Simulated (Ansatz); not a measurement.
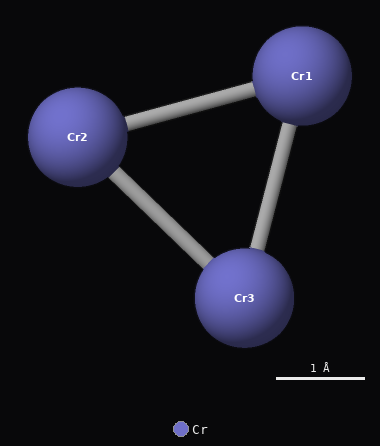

Figure 1. The structure as given in the input (ball-and-stick view, seen on its broad side; atoms are numbered from 1 in the order of the input). Sticks mark near contacts. Bond lengths as drawn: Cr–Cr 2.62 to 2.65 Å.

## What a change does: geometry relaxation on Cr3

System: Cr3, charge −1, multiplicity 4.
Method of run 1: UKS r2SCAN-D4/def2-TZVPD (Ansatz 0.2.0).

The geometry: r2SCAN-D4/def2-TZVPD start. Text and figures count atoms from 1; the logs count them from 0 in places.

The input, run 1:
```yaml
crystal:
  periodic: [false, false, false]
  atoms:
    - {symbol: Cr, position_ang: [0.990203, -0.907120, -0.713758]}
    - {symbol: Cr, position_ang: [-0.109450, -0.012208, 1.527450]}
    - {symbol: Cr, position_ang: [-0.880744, 0.919328, -0.813682]}
basis:
  gaussian: {orbitals: def2-TZVPD}
total_charge: -1
magnetization: {spin_polarized: true, initial_magnetization: 3}
hamiltonian: {xc: r2scan, dispersion: d4}
scf: {lower_state_search: "off"}
output: {orbitals: {seedname: orbitals}}
relax: {f_tol: 0.02, max_steps: 100}
```

Launched with:
```bash
ansatz run in.yaml --threads 4 --pin off --events-out ev --progress --plain --max-ram 3916MiB
```

Hardware: 4 threads of Intel Xeon, 63 GiB of memory available, shared host.

Output, shortened to warnings, some set-up lines, iterations and results (run 1):
```
[...]
mean field evaluation 1: about -85238.7749 eV, gradient 5.9e1 eV
mean field evaluation 2: about -84539.4459 eV, gradient 2.5e2 eV
mean field evaluation 4: about -85107.2126 eV, gradient 2.2e2 eV
mean field evaluation 8: about -85257.6375 eV, gradient 1.2e1 eV
mean field evaluation 16: about -85260.8389 eV, gradient 2.1e-1 eV
mean field evaluation 32: about -85261.8031 eV, gradient 8.0e-2 eV
relax step   1: F+E_penalty+E_count = -85261.82470021 eV  Δ(F+E_penalty+E_count) = +0.000e0 eV  max|allowed force component| = 4.953e-1 eV/Å  Δτ_max = 0.0000 Å  (203 SCF …
relax step   2: F+E_penalty+E_count = -85261.86597384 eV  Δ(F+E_penalty+E_count) = -4.127e-2 eV  max|allowed force component| = 4.308e-2 eV/Å  Δτ_max = 0.0809 Å  (29 SCF …
relax step   3: F+E_penalty+E_count = -85261.86622825 eV  Δ(F+E_penalty+E_count) = -2.544e-4 eV  max|allowed force component| = 2.485e-2 eV/Å  Δτ_max = 0.0033 Å  (23 SCF …
relax step   4: F+E_penalty+E_count = -85261.86644850 eV  Δ(F+E_penalty+E_count) = -2.202e-4 eV  max|allowed force component| = 3.768e-3 eV/Å  Δτ_max = 0.0075 Å  (34 SCF …
Total energy: -85261.86649074 eV, -3133.3158009659 hartree
Atom 0 at     1.011887    -0.922367    -0.788856 Å, force     0.001275    -0.000947    -0.003768 eV/Å
Atom 1 at    -0.155364     0.028916     1.572625 Å, force    -0.002423     0.002208     0.001891 eV/Å
Atom 2 at    -0.856514     0.893451    -0.783759 Å, force     0.001148    -0.001261     0.001878 eV/Å
Dipole moment:    -0.095754     0.099884    -0.087634 e Å
Checks for a lower state left out: stability, starts, cluster_reference, orbital_swaps, neighbouring_geometries, increment
```

For run 2 the input was changed thus:
```diff
-magnetization: {spin_polarized: true, initial_magnetization: 3}
+magnetization: {spin_polarized: true, initial_magnetization: 5}
```

What does this change do to the results?

With the same method and basis, run 2 lies 11.5 kcal/mol lower. The HOMO goes from 0.51 to 0.61 eV. The LUMO goes from 0.79 to 1.50 eV. On the same kind of shared host run 2 took about 0.67 times as long.

Output, shortened to warnings, some set-up lines, iterations and results (run 2):
```
[...]
mean field evaluation 1: about -85240.0114 eV, gradient 5.8e1 eV
mean field evaluation 2: about -84544.4716 eV, gradient 2.5e2 eV
mean field evaluation 4: about -85232.2406 eV, gradient 8.2e1 eV
mean field evaluation 8: about -85256.8289 eV, gradient 7.5e0 eV
mean field evaluation 16: about -85260.2195 eV, gradient 7.8e-1 eV
mean field evaluation 32: about -85262.2289 eV, gradient 1.5e-6 eV
relax step   1: F+E_penalty+E_count = -85262.25041730 eV  Δ(F+E_penalty+E_count) = +0.000e0 eV  max|allowed force component| = 7.928e-1 eV/Å  Δτ_max = 0.0000 Å  (156 SCF …
relax step   2: F+E_penalty+E_count = -85262.36398338 eV  Δ(F+E_penalty+E_count) = -1.136e-1 eV  max|allowed force component| = 6.050e-2 eV/Å  Δτ_max = 0.1285 Å  (34 SCF …
relax step   3: F+E_penalty+E_count = -85262.36513575 eV  Δ(F+E_penalty+E_count) = -1.152e-3 eV  max|allowed force component| = 1.378e-2 eV/Å  Δτ_max = 0.0135 Å  (33 SCF …
relax step   4: F+E_penalty+E_count = -85262.36522013 eV  Δ(F+E_penalty+E_count) = -8.438e-5 eV  max|allowed force component| = 4.627e-3 eV/Å  Δτ_max = 0.0045 Å  (24 SCF …
Total energy: -85262.36526356 eV, -3133.3341305290 hartree
Atom 0 at     1.039225    -0.944473    -0.846402 Å, force     0.004627    -0.004511     0.000170 eV/Å
Atom 1 at    -0.182975     0.051145     1.632006 Å, force    -0.000303     0.000448    -0.001983 eV/Å
Atom 2 at    -0.856241     0.893329    -0.785595 Å, force    -0.004325     0.004063     0.001813 eV/Å
Dipole moment:    -0.058878     0.061432    -0.054075 e Å
Checks for a lower state left out: stability, starts, cluster_reference, orbital_swaps, neighbouring_geometries, increment
```

The two runs side by side:

```csv
quantity,run 1,run 2
outcome,converged,converged
total energy (hartree),−3133.315801,−3133.334131
HOMO (eV),0.51,0.61
LUMO (eV),0.79,1.50
⟨S²⟩,9.928,14.225
largest force (eV/Å),0.004,0.006
basis functions,144,144
wall time (shared host),17 s,11 s
```

For both runs: The highest filled orbital lies above zero: either the extra electron isn't bound at this level, or the self-interaction error of the functional lifts the level. For run 1: ⟨S²⟩ is 9.93 against 3.75 for a pure state: the solution is spin-contaminated. For run 2: ⟨S²⟩ is 14.23 against 8.75 for a pure state: the solution is spin-contaminated.
